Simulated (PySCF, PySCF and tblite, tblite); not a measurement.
# C9H8: conformers and averaged spectra, part 2 of 2

PySCF and tblite. Atoms count from 0. The steps go on from the part before.

## 5. Shieldings, conformer 2: WP04/pcSseg-1 in methanol

Job settings and geometry (Å):

```
{"job": {"xc": "WP04", "basis": "pcSseg-1", "solvent": "methanol", "kind": "nmr", "pop": false}, "charge": 0, "multiplicity": 1}
C     -1.251425     3.270816    -1.085291
C     -1.032128     2.129904    -0.765325
C     -0.807342     0.808904    -0.402733
C      0.268456     0.093873     0.050121
C      1.621687     0.480592     0.325941
C      2.579042    -0.329800     0.771737
C     -0.512664    -1.147596     0.123656
C     -0.325759    -2.411190     0.461666
C     -1.736156    -0.389692    -0.378375
H     -1.431490     4.266513    -1.361460
H      1.835821     1.527584     0.141994
H      3.577652     0.026191     0.959157
H      2.397130    -1.372330     0.963717
H     -1.132969    -3.123285     0.407214
H      0.622712    -2.788079     0.801966
H     -2.114383    -0.706879    -1.350472
H     -2.565180    -0.323494     0.326577
```

Output:

```text
coarse grid: 14736 points
cycle   1  E = -356.0426342236  dE =  1.307e+00  |g| = 6.589e-01  |ddm| = 4.527e+00
cycle   2  E = -356.0472809269  dE = -4.647e-03  |g| = 6.480e-01  |ddm| = 1.263e+00
cycle   3  E = -356.1541967664  dE = -1.069e-01  |g| = 1.520e-01  |ddm| = 6.445e-01
cycle   4  E = -356.1602602120  dE = -6.063e-03  |g| = 4.631e-02  |ddm| = 1.795e-01
cycle   5  E = -356.1607092470  dE = -4.490e-04  |g| = 2.350e-02  |ddm| = 4.831e-02
cycle   6  E = -356.1608364009  dE = -1.272e-04  |g| = 6.745e-03  |ddm| = 2.197e-02
cycle   7  E = -356.1608470301  dE = -1.063e-05  |g| = 1.818e-03  |ddm| = 6.171e-03
cycle   8  E = -356.1608478359  dE = -8.058e-07  |g| = 2.459e-04  |ddm| = 1.796e-03
final grid: 143848 points
cycle   9  E = -356.2485162549  dE = -7.965e-05  |g| = 7.572e-03  |ddm| = 1.077e-01
cycle  10  E = -356.2485148345  dE =  1.420e-06  |g| = 7.884e-03  |ddm| = 1.483e-02
cycle  11  E = -356.2485313031  dE = -1.647e-05  |g| = 1.710e-03  |ddm| = 8.107e-03
cycle  12  E = -356.2485321108  dE = -8.077e-07  |g| = 3.926e-04  |ddm| = 1.941e-03
cycle  13  E = -356.2485321392  dE = -2.831e-08  |g| = 2.018e-04  |ddm| = 4.226e-04
cycle  14  E = -356.2485321479  dE = -8.725e-09  |g| = 8.631e-05  |ddm| = 2.095e-04
cycle  15  E = -356.2485321497  dE = -1.802e-09  |g| = 1.900e-05  |ddm| = 7.966e-05
cycle  16  E = -356.2485321498  dE = -8.185e-11  |g| = 5.575e-06  |ddm| = 2.002e-05
converged SCF energy = -356.2485321498

GIAO shielding tensors (ppm)
atom      isotropic    diamagn.    paramagn.     s11        s22        s33       span
  0 C       75.777     261.086    -185.310     25.065     37.411    164.853    139.788
  1 C       97.858     242.890    -145.032     -2.907      2.423    294.058    296.966
  2 C       41.128     257.936    -216.808    -47.120     34.395    136.109    183.229
  3 C       14.967     255.355    -240.388    -98.738     21.362    122.276    221.014
  4 C       41.578     254.379    -212.801    -72.811     48.128    149.417    222.228
  5 C       49.387     257.653    -208.267    -59.171     47.569    159.762    218.934
  6 C       24.101     260.621    -236.520    -84.306     24.432    132.177    216.483
  7 C       66.216     259.374    -193.158    -22.830     65.566    155.913    178.743
  8 C      130.602     254.317    -123.715    121.092    123.124    147.590     26.498
  9 H       27.935      35.034      -7.100     24.822     25.147     33.835      9.013
 10 H       25.385      31.569      -6.184     23.168     23.326     29.661      6.494
 11 H       26.359      28.306      -1.947     24.475     25.477     29.124      4.649
 12 H       26.207      34.371      -8.164     24.130     24.241     30.250      6.119
 13 H       26.939      29.220      -2.282     25.089     25.474     30.253      5.164
 14 H       26.603      33.254      -6.651     24.424     25.362     30.023      5.598
 15 H       28.857      29.365      -0.509     26.099     27.892     32.579      6.481
 16 H       28.856      29.365      -0.509     26.100     27.890     32.578      6.478
```

It took 30 s on 1 thread of Arm Neoverse V1, shared host; peak memory 1 GiB.

This run: HOMO -7.49 eV, LUMO -3.88 eV; dipole 0.28 D.

## 6. Single-point energy, conformer 2: B3LYP/def2-SVP in methanol

The job, as its differences from that of step 5:

```diff
@@ -1,2 +1,2 @@
-{"job": {"xc": "WP04", "basis": "pcSseg-1", "solvent": "methanol", "kind": "nmr", "pop": false}, "charge": 0, "multiplicity": 1}
+{"job": {"xc": "B3LYP", "basis": "def2-SVP", "solvent": "methanol", "kind": "sp"}, "charge": 0, "multiplicity": 1}
 C     -1.251425     3.270816    -1.085291
```

Output:

```text
coarse grid: 14736 points
cycle   1  E = -347.2423602675  dE =  1.379e+00  |g| = 4.308e-01  |ddm| = 5.124e+00
cycle   2  E = -347.2462097791  dE = -3.850e-03  |g| = 4.246e-01  |ddm| = 1.031e+00
cycle   3  E = -347.2915601022  dE = -4.535e-02  |g| = 1.211e-01  |ddm| = 5.259e-01
cycle   4  E = -347.2953342149  dE = -3.774e-03  |g| = 4.087e-02  |ddm| = 1.675e-01
cycle   5  E = -347.2957051105  dE = -3.709e-04  |g| = 1.853e-02  |ddm| = 4.666e-02
cycle   6  E = -347.2957913451  dE = -8.623e-05  |g| = 3.622e-03  |ddm| = 1.941e-02
cycle   7  E = -347.2957944727  dE = -3.128e-06  |g| = 1.017e-03  |ddm| = 4.092e-03
final grid: 143848 points
cycle   8  E = -347.3717849155  dE = -4.811e-05  |g| = 4.997e-03  |ddm| = 5.333e-02
cycle   9  E = -347.3717844594  dE =  4.561e-07  |g| = 5.267e-03  |ddm| = 1.221e-02
cycle  10  E = -347.3717918553  dE = -7.396e-06  |g| = 9.320e-04  |ddm| = 6.564e-03
cycle  11  E = -347.3717920740  dE = -2.187e-07  |g| = 1.831e-04  |ddm| = 1.060e-03
cycle  12  E = -347.3717920807  dE = -6.689e-09  |g| = 8.318e-05  |ddm| = 2.833e-04
cycle  13  E = -347.3717920826  dE = -1.824e-09  |g| = 1.742e-05  |ddm| = 1.130e-04
cycle  14  E = -347.3717920826  dE = -6.105e-11  |g| = 8.528e-06  |ddm| = 2.306e-05
converged SCF energy = -347.3717920826
```

Run time: 12 s. Hardware: 1 thread of Arm Neoverse V1, shared host.

In short: HOMO -6.03 eV, LUMO -1.90 eV; dipole 0.17 D.

## 7. The ensemble: properties at WP04/pcSseg-1 in methanol

Job settings and geometry (Å):

```
{"job": {"study": "conf", "smiles": "C#CC1=C(C=C)C(=C)C1", "search": {"seed": 4683, "n_embed": 60, "ff_keep": 14, "window": 3.0, "nmax": 10, "temps": [200, 250, 298.15, 350, 400], "t_ref": 298.15, "order": 0.001}, "level": {"nmr": {"xc": "WP04", "basis": "pcSseg-1", "solvent": "methanol"}, "sp": {"xc": "B3LYP", "basis": "def2-SVP", "solvent": "methanol"}}, "kind": "conf"}, "charge": 0, "multiplicity": 1}
C     -1.251425     3.270816    -1.085291
C     -1.032128     2.129904    -0.765325
C     -0.807342     0.808904    -0.402733
C      0.268456     0.093873     0.050121
C      1.621687     0.480592     0.325941
C      2.579042    -0.329800     0.771737
C     -0.512664    -1.147596     0.123656
C     -0.325759    -2.411190     0.461666
C     -1.736156    -0.389692    -0.378375
H     -1.431490     4.266513    -1.361460
H      1.835821     1.527584     0.141994
H      3.577652     0.026191     0.959157
H      2.397130    -1.372330     0.963717
H     -1.132969    -3.123285     0.407214
H      0.622712    -2.788079     0.801966
H     -2.114383    -0.706879    -1.350472
H     -2.565180    -0.323494     0.326577
```

Output:

```text
conformer  sym    E(xTB)   E(DFT)   G(298.15 K)  weight  dipole/D
    1     Cs      0.000    0.874    0.910   0.1771    0.253
    2     Cs      0.500    0.000    0.000   0.8229    0.173

mean shielding (ppm) by class
class atoms           200 K      250 K   298.15 K      350 K      400 K
  0 C  0             75.585     75.485     75.399     75.319     75.253
  1 C  1              97.67     97.572     97.487     97.409     97.345
  2 C  2             41.514     41.714     41.887     42.048      42.18
  3 C  3               15.0     15.018     15.033     15.047     15.058
  4 C  4             41.768     41.866     41.952     42.031     42.096
  5 C  5             49.132       49.0     48.886      48.78     48.693
  6 C  6              24.01     23.963     23.922     23.884     23.853
  7 C  7             66.488      66.63     66.752     66.865     66.958
  8 C  8             130.61    130.614    130.617     130.62    130.623
  9 H  9             27.917     27.909     27.901     27.894     27.888
 10 H  10              25.4     25.408     25.415     25.421     25.426
 11 H  11            26.344     26.336     26.329     26.323     26.318
 12 H  12            26.145     26.113     26.085     26.059     26.038
 13 H  13            26.947     26.951     26.954     26.957      26.96
 14 H  14            26.615     26.621     26.627     26.631     26.635
 15 H  15,16         28.856     28.855     28.855     28.855     28.855
```

Run time: 88 s. Hardware: 1 thread of Arm Neoverse V1, shared host. This counts the runs that the step sums up.

The search (ETKDG and KDG, MMFF94s, GFN2-xTB) embedded 60 structures, kept 2 distinct ones after the force field and 2 after xTB; 2 were carried on (window 3.0 kcal/mol at the search's own energies). Energies: B3LYP/def2-SVP in methanol with D3(BJ).

The conformers at 298 K:

```csv
no.,group,mirror pair,ΔE xTB,ΔE DFT,ΔG,weight (%),μ (D),C2–C3–C4–C5 (°),"A, B, C (GHz)"
1,Cs,no,0.00,0.87,0.91,17.7,0.25,0,"2.34, 1.44, 0.90"
2,Cs,no,0.50,0.00,0.00,82.3,0.17,180,"2.49, 1.32, 0.86"
```

Energies in kcal/mol. ΔG holds xTB vibrations and rotation, symmetry numbers and mirror pairs.

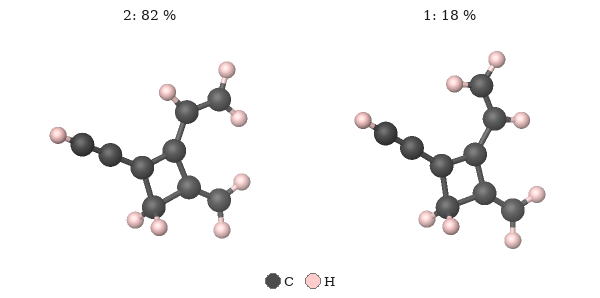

The conformers with their weights.

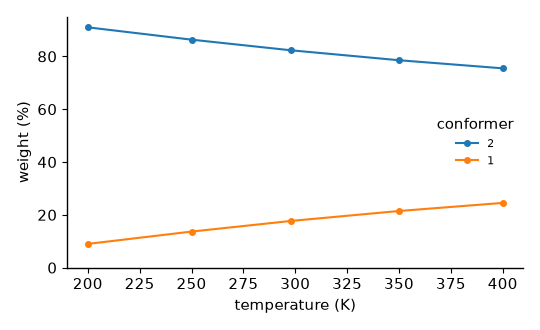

Weights against temperature.

Other ways of weighting, at the same temperature:

```csv
scheme,2,1,mean μ (D)
DFT free energy,82,18,0.19
"DFT energy, symmetry counted",81,19,0.19
DFT energy alone,81,19,0.19
"xTB energy, symmetry counted",30,70,0.23
xTB free energy,31,69,0.23
lowest conformer only,100,0,0.17
equal weights,50,50,0.21
conformers found from three starts alone,100,0,0.17
```

Shifts against references run at the same level (¹³C TMS 175.9, ¹H TMS 31.98 ppm of shielding), by class of atoms, at 298 K:

| atoms | environment | no. 2 | no. 1 | average |
| --- | --- | --- | --- | --- |
| C3 | fully substituted alkene carbon | 161.0 | 160.6 | 160.9 |
| C6 | fully substituted alkene carbon | 151.8 | 152.8 | 152.0 |
| C2 | fully substituted alkene carbon | 134.8 | 130.5 | 134.0 |
| C4 | alkene CH | 134.4 | 132.2 | 134.0 |
| C5 | terminal =CH2 carbon | 126.5 | 129.4 | 127.0 |
| C7 | terminal =CH2 carbon | 109.7 | 106.7 | 109.2 |
| C0 | terminal alkyne carbon | 100.2 | 102.3 | 100.5 |
| C1 | alkyne carbon | 78.1 | 80.2 | 78.4 |
| C8 | allylic sp3 CH2 | 45.3 | 45.2 | 45.3 |
| H10 | hydrogen on an alkene CH | 6.59 | 6.42 | 6.56 |
| H12 | hydrogen on a terminal =CH2 carbon | 5.77 | 6.46 | 5.89 |
| H11 | hydrogen on a terminal =CH2 carbon | 5.62 | 5.79 | 5.65 |
| H14 | hydrogen on a terminal =CH2 carbon | 5.37 | 5.24 | 5.35 |
| H13 | hydrogen on a terminal =CH2 carbon | 5.04 | 4.95 | 5.02 |
| H9 | hydrogen on a terminal alkyne carbon | 4.04 | 4.23 | 4.08 |
| H15, H16 | hydrogen on an allylic sp3 CH2 | 3.12 | 3.13 | 3.12 |

Effective distances for nuclear Overhauser effects, ⟨r⁻⁶⟩^(−1/6) over all pairs of two classes (Å): H11···H12 1.83; H13···H14 1.83; H12···H14 2.35; H10···H11 2.44; H10···H12 3.07; H13···H15 3.15; H10···H14 3.56; H12···H13 4.10.

## 8. What came out

The summary covers parts 1 to 2.

| quantity | value |
| --- | --- |
| conformers | 2; the first in weight is no. 2 (Cs), 82 % at 298 K |
| root-mean-square dipole | 0.19 D |
| averaged ¹³C shifts (WP04/pcSseg-1 in methanol) | 160.9, 152.0, 134.0, 134.0, 127.0, 109.2, 100.5, 78.4, 45.3 ppm |
| averaged ¹H shifts (WP04/pcSseg-1 in methanol) | 6.56, 5.89, 5.65, 5.35, 5.02, 4.08, 3.12 ppm |

In words: At 298 K conformer 2 holds 82 % of the ensemble (91 % at 200 K, 75 % at 400 K). xTB puts no. 1 lowest, DFT no. 2. Among conformers over 5 %, H12 differs by 0.69 ppm, while the average moves by 0.11 ppm from 200 to 400 K.
